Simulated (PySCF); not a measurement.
Molecule: SMILES Fc1ccc(F)cc1 (C6H4F2). Atoms near the plane z = 0.0 Å, at the GFN2-xTB optimised geometry (x, y, z in Å): F1 (2.7, 0.0, 0.0), C2 (1.4, 0.0, 0.0), C3 (0.7, -1.2, 0.0), C4 (-0.7, -1.2, 0.0), C5 (-1.4, 0.0, 0.0), F6 (-2.7, 0.0, 0.0), C7 (-0.7, 1.2, 0.0), C8 (0.7, 1.2, 0.0), H9 (1.3, -2.1, 0.0), H10 (-1.3, -2.1, 0.0), H11 (-1.3, 2.1, 0.0), H12 (1.3, 2.1, 0.0).

Level of theory: PBE/def2-TZVP (PySCF 2.14.0). Cells within 0.4 Å of a nucleus heavier than hydrogen are left out (blank, or x). The values are rescaled to run from 0 to 1.

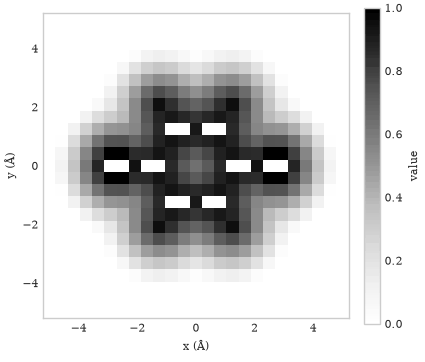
a field on the plane z = 0.0 Å.

### Question
Which quantity is mapped?
A. deformation density (molecule minus spherical neutral atoms)
B. electron localisation function
C. log10 of the electron density
D. Laplacian of the electron density

### Answer
C, log10 of the electron density. In full: log10 of the electron density (e/bohr³), floored at −4.
